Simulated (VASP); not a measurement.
**Si2Ni: the relaxed cell at several levels**

How close do the usual functionals, with and without dispersion, come to the cell of Si2Ni? The levels: PBE, LDA, r2SCAN and PBE + D3(BJ). The start is a cell from a database of measured crystal structures.

Calculated with VASP 6.6.1; PBE, spin-polarised from a ferromagnetic start (one magnetic atom a cell); plane waves and PAW (Si, Ni), in the first sound run; inputs show where later runs differ.

**What experiment says.**

For NiSi2, cubic Fm-3m (bulk crystal), “Metallic Nickel Silicides: Experiments and Theory for NiSi and First Principles Calculations for Other Phases” (2016, arxiv:1602.05840) quotes earlier work: lattice constant a (cubic lattice parameter) 5.406 Å [literature experimental value used as calculation input].

Most raw output is cut from this account.

## (1) Starting point

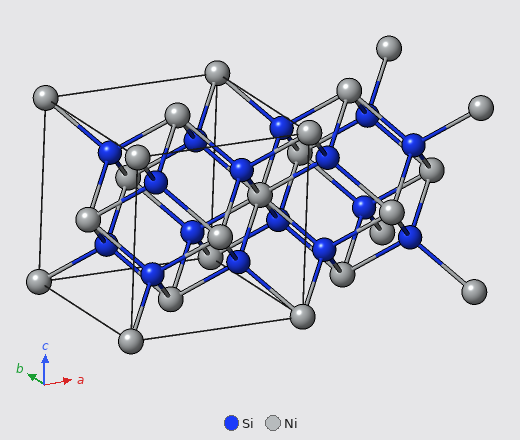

Start, viewed slightly off an axis; silicon blue, nickel light grey. 2×1×1 cells are drawn. This picture shows the conventional cell, with its axes. Some periodic images of atoms are drawn too.

Coordinates:

```
Si Ni
1.0
     0.00000    2.70300    2.70300
     2.70300    0.00000    2.70300
     2.70300    2.70300    0.00000
Si Ni
2 1
Direct
  0.25000 0.25000 0.25000
  0.75000 0.75000 0.75000
  0.00000 0.00000 0.00000
```

## (2) Relaxation with PBE

Properties are meant for the cell that this level of theory prefers, so cell and atoms are relaxed first (ISIF = 3) until forces and stress are small; EDIFFG sets the threshold. PBE, the usual starting point, adds the gradient of the density.

File INCAR:

```
SYSTEM = Si2Ni
PREC = Accurate
ENCUT = 520
EDIFF = 1E-06
NELM = 100
ISMEAR = -1
SIGMA = 0.05
LREAL = .FALSE.
ALGO = Normal
GGA = PE
NBANDS = 17
ISPIN = 2
MAGMOM = 0 0 1
LASPH = .TRUE.
LMAXMIX = 4
LORBIT = 11
LWAVE = .FALSE.
LCHARG = .FALSE.
KPAR = 2
IBRION = 2
NSW = 60
ISIF = 3
EDIFFG = -0.01
```

File POSCAR:

```
Si2Ni
1.0
    0.0000000000      2.7030000000      2.7030000000
    2.7030000000      0.0000000000      2.7030000000
    2.7030000000      2.7030000000      0.0000000000
Si Ni
2 1
Direct
    0.2500000000      0.2500000000      0.2500000000
    0.7500000000      0.7500000000      0.7500000000
    0.0000000000      0.0000000000      0.0000000000
```

File KPOINTS:

```
Automatic mesh
0
Gamma
7 7 7
0 0 0
```

The projector-augmented-wave data sets are Si and Ni (PBE family, release 64).

The run is started by

```console
> mpirun -np 2 vasp_std
```

Wall time 38 s (2 MPI ranks of AMD EPYC 7R43, shared host); peak memory 0.3 GiB.

The moments of the start collapse, so the state is non-magnetic; other starts or orders were not tried. The k-mesh is coarse for a metal. The run keeps the 48 symmetry operations of its start, so it cannot find a distortion of lower symmetry.

The steps of the relaxation:

```tsv
step	energy less that of the first step (eV)	largest force (eV/Å)	pressure (GPa)	volume (Å³)
1	0.0000	0.0000	2.92	39.50
2	-0.0023	0.0000	-2.31	40.88
3	-0.0069	0.0000	0.00	40.26
```

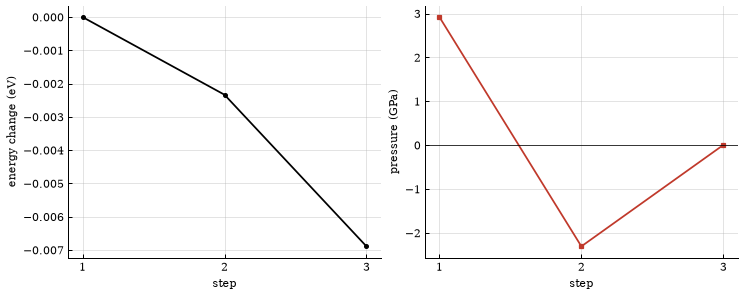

Energy and pressure along the relaxation.

```tsv
conventional cell, symmetrised	before	after	change
a (Å)	5.406	5.441	+0.6 %
b (Å)	5.406	5.441	+0.6 %
c (Å)	5.406	5.441	+0.6 %
volume (Å³/atom)	13.17	13.42	+1.9 %
```

The relaxed structure:

```xyz
3
Lattice="0.0000 2.7203 2.7203 2.7203 0.0000 2.7203 2.7203 2.7203 0.0000" Properties=species:S:1:pos:R:3 pbc="T T T"
Si    1.3601    1.3601    1.3601
Si    4.0804    4.0804    4.0804
Ni    0.0000    0.0000    0.0000
```

Numbers from this step:

```
electrons                       : 18
bands                           : 17
irreducible k-points            : 20
symmetry operations             : 48
free energy (TOTEN)             : -17.39 eV
energy at zero smearing         : -17.38 eV
Fermi energy                    : 10.08 eV
pressure                        : 0.004095 GPa
metallic                        : yes
SCF cycles over all ionic steps : 31
```

The spin moment in the PAW sphere vanishes on all atoms.

It ends with forces that vanish by symmetry and a pressure of 0.00 GPa. The volume lies +1.9 % from that of the database's start. The conventional cell has a = 5.441 Å.

## (3) Relaxation with LDA

This step: LDA, spin-polarised from a ferromagnetic start (one magnetic atom a cell); plane waves and PAW (Si, Ni) (VASP 6.6.1).

LDA, the lowest rung, knows the local density alone.

Changes to INCAR since step 2:

```diff
@@ -9,3 +9,3 @@
 ALGO = Normal
-GGA = PE
+GGA = CA
 NBANDS = 17
```

POSCAR is that of step 2.

KPOINTS is that of step 2.

The run is started by

```console
> mpirun -np 2 vasp_std
```

The job ended after 24 s (2 MPI ranks; peak memory 0.25 GiB; 46 s of CPU time).

The PAW data sets were made with PBE, though LDA sets exist; this is a small mismatch.

Relaxation path:

```tsv
step	energy less that of the first step (eV)	largest force (eV/Å)	pressure (GPa)	volume (Å³)
1	0.0000	0.0000	-3.83	39.50
2	-0.0043	0.0000	3.78	37.72
3	-0.0131	0.0000	0.11	38.48
```

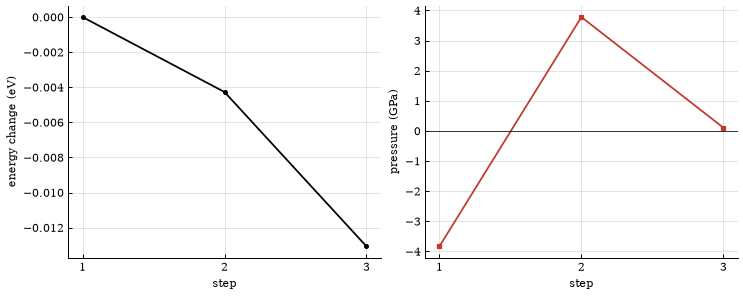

Energy and pressure along the relaxation.

```tsv
conventional cell, symmetrised	before	after	change
a (Å)	5.406	5.359	-0.9 %
b (Å)	5.406	5.359	-0.9 %
c (Å)	5.406	5.359	-0.9 %
volume (Å³/atom)	13.17	12.83	-2.6 %
```

Final coordinates:

```xyz
3
Lattice="0.0000 2.6797 2.6797 2.6797 0.0000 2.6797 2.6797 2.6797 0.0000" Properties=species:S:1:pos:R:3 pbc="T T T"
Si    1.3398    1.3398    1.3398
Si    4.0195    4.0195    4.0195
Ni    0.0000    0.0000    0.0000
```

This step gave:

```yaml
free_energy_toten: -19.83 eV
energy_at_zero_smearing: -19.83 eV
fermi_energy: 10.56 eV
pressure: 0.1091 GPa
scf_cycles_over_all_ionic_steps: 30
```

It ends at 12.83 Å³/atom, -2.6 % from the start, with 0.11 GPa left. The conventional cell has a = 5.359 Å.

## (4) Relaxation with r2SCAN

This step: r2SCAN, spin-polarised from a ferromagnetic start (one magnetic atom a cell); plane waves and PAW (Si, Ni) (VASP 6.6.1).

r2SCAN adds the kinetic-energy density, costs more than a GGA and is run with LASPH.

Changes to INCAR since step 3:

```diff
@@ -9,3 +9,4 @@
 ALGO = Normal
-GGA = CA
+METAGGA = R2SCAN
+LASPH = .TRUE.
 NBANDS = 17
@@ -13,3 +14,2 @@
 MAGMOM = 0 0 1
-LASPH = .TRUE.
 LMAXMIX = 4
```

POSCAR is that of step 3.

KPOINTS is that of step 3.

The run is started by

```console
> mpirun -np 2 vasp_std
```

It took 1.9 min on 2 MPI ranks; peak memory 0.3 GiB.

The PAW data sets were made with PBE, which is usual practice but a small mismatch for other functionals.

Step by step:

```tsv
step	energy less that of the first step (eV)	largest force (eV/Å)	pressure (GPa)	volume (Å³)
1	0.0000	0.0000	-2.04	39.50
2	0.0005	0.0000	2.26	38.55
3	-0.0028	0.0000	0.00	39.04
```

```tsv
conventional cell, symmetrised	before	after	change
a (Å)	5.406	5.385	-0.4 %
b (Å)	5.406	5.385	-0.4 %
c (Å)	5.406	5.385	-0.4 %
volume (Å³/atom)	13.17	13.01	-1.2 %
```

The relaxed structure:

```cif
data_structure
_symmetry_space_group_name_H-M 'P 1'
_symmetry_Int_Tables_number 1
_cell_length_a 3.8078
_cell_length_b 3.8078
_cell_length_c 3.8078
_cell_angle_alpha 60.000
_cell_angle_beta 60.000
_cell_angle_gamma 60.000
_cell_volume 39.04
loop_
_atom_site_label
_atom_site_type_symbol
_atom_site_fract_x
_atom_site_fract_y
_atom_site_fract_z
_atom_site_occupancy
Si1 Si 0.25000 0.25000 0.25000 1
Si2 Si 0.75000 0.75000 0.75000 1
Ni3 Ni 0.00000 0.00000 0.00000 1
```

It ends at 13.01 Å³/atom, -1.2 % from the start, with 0.00 GPa left. The conventional cell has a = 5.385 Å.

## (5) Relaxation with PBE + D3(BJ)

This step: PBE with D3(BJ), spin-polarised from a ferromagnetic start (one magnetic atom a cell); plane waves and PAW (Si, Ni) (VASP 6.6.1).

A dispersion term adds the long-range attraction that semilocal functionals lack. D3 with Becke-Johnson damping keeps a finite attraction at short range.

Changes to INCAR since step 4:

```diff
@@ -9,4 +9,4 @@
 ALGO = Normal
-METAGGA = R2SCAN
-LASPH = .TRUE.
+GGA = PE
+IVDW = 12
 NBANDS = 17
@@ -14,2 +14,3 @@
 MAGMOM = 0 0 1
+LASPH = .TRUE.
 LMAXMIX = 4
```

POSCAR is that of step 4.

KPOINTS is that of step 4.

The run is started by

```console
> mpirun -np 2 vasp_std
```

Wall time 30 s (2 MPI ranks); peak memory 0.32 GiB; 58 s of CPU time.

Dispersion corrections of this kind ignore metallic screening and tend to overbind metals.

Relaxation path:

```tsv
step	energy less that of the first step (eV)	largest force (eV/Å)	pressure (GPa)	volume (Å³)
1	0.0000	0.0000	-2.60	39.50
2	-0.0004	0.0000	2.67	38.29
3	-0.0050	0.0000	0.01	38.87
```

```tsv
conventional cell, symmetrised	before	after	change
a (Å)	5.406	5.377	-0.5 %
b (Å)	5.406	5.377	-0.5 %
c (Å)	5.406	5.377	-0.5 %
volume (Å³/atom)	13.17	12.96	-1.6 %
```

Final coordinates:

```xyz
3
Lattice="0.0000 2.6887 2.6887 2.6887 0.0000 2.6887 2.6887 2.6887 0.0000" Properties=species:S:1:pos:R:3 pbc="T T T"
Si    1.3444    1.3444    1.3444
Si    4.0331    4.0331    4.0331
Ni    0.0000    0.0000    0.0000
```

It ends at 12.96 Å³/atom, -1.6 % from the start, with 0.01 GPa left. The conventional cell has a = 5.377 Å. Against plain PBE, the dispersion term moves a by -1.2 %.

## (6) The cells as a table

This step: relaxed cells at several levels; plane waves and PAW (VASP 6.6.1).

No new run; the numbers come from the runs before.

Lengths are those of the conventional cell; cost is the wall time of each run, as given at its step, times its ranks, without the set-up around it. Results by level, by row:

```tsv
level	volume (Å³/atom)	change from the start (%)	a (Å)	largest site moment (μB)	cost (core minutes)
PBE	13.42	1.9	5.441	0	1.27
LDA	12.83	-2.6	5.359	0	0.8
r2SCAN	13.01	-1.2	5.385	0	3.83
PBE + D3(BJ)	12.96	-1.6	5.377	0	1
```

## (7) What came out

```yaml
volume_pbe: 13.42 Å³/atom
volume_lda: 12.83 Å³/atom
volume_r2scan: 13.01 Å³/atom
volume_pbe_d3_bj: 12.96 Å³/atom
```

For Si2Ni the levels give volumes between 12.83 Å³/atom (LDA) and 13.42 Å³/atom (PBE), a spread of 4.6 %, while the cost of the finished runs spans a factor of 4.8. Within 1 % of experiment on every length: PBE, LDA, r2SCAN and PBE + D3(BJ). The nearest, r2SCAN, took 4.8 times the core time of LDA and lowers the largest miss from 0.86 to 0.39 %. Thermal and zero-point expansion, often some tenths of a per cent in length, bear on this order: with the measured lengths lowered by an assumed 0.4 % the nearest is still r2SCAN. The costs hold the number of ionic steps as well as the price of the functional. All runs lost the moments they were started with, so they describe a non-magnetic state; an order that doesn't fit this cell would change the volume. Adding D3(BJ) to PBE changes the volume by -3.4 % (a by -1.2 %). Pairwise corrections of the D and TS kind ignore the screening in a metal, so they may overbind here. Within 0.02 Å all end in space group Fm-3m; the runs can't lower the symmetry of the start. The k-sampling is coarse for a metal, so the Fermi level, moments, pressures and the shape of the cell carry errors. Only the typed magnetic starts were tried, so the magnetic ground state may differ and with it the other results. Each is a single relaxation on the plane waves of the start cell, so larger changes of volume carry a basis-set error that was not tested here.

Calculation against experiment:

| quantity | measured | PBE | LDA | r2SCAN | PBE + D3(BJ) |
| --- | --- | --- | --- | --- | --- |
| lattice constant a (Å) | 5.406 | 5.441 (+0.6 %) | 5.359 (-0.9 %) | 5.385 (-0.4 %) | 5.377 (-0.5 %) |

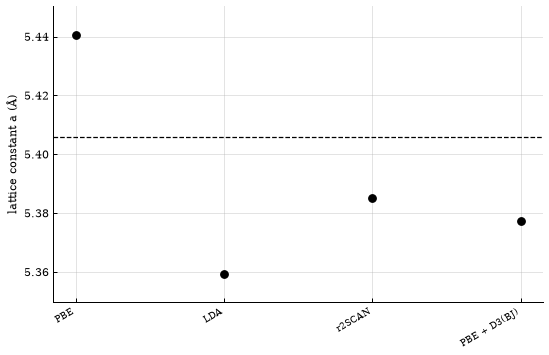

The lattice constant a by level; the dashed line is the measured value.

Measured values from arxiv:1602.05840 (2016).

Verdict: For the lattice constant a, of the levels listed nearest comes r2SCAN (-0.4 %) and farthest LDA (-0.9 %). The magnetic state of these runs (no moments) need not be that of the sample, so the match is not graded. Zero-point motion and thermal expansion are not in the computed lattice constants.

[Lines on the potential files, build, host, timing and source positions are cut from VASP's logs without a mark.]

[Logs are printed without paths, hosts, clocks, repeated set-up lines and the standing remarks that a program may print on its own settings, such as how far it seeks lower states.]

[Hosts, paths, dates, database ids (printed as entryN), source tags and the programs' standing remarks are cut or masked in the printed files.]

[A measured line is paired with the nearest computed mode of its activity, which favours agreement.]
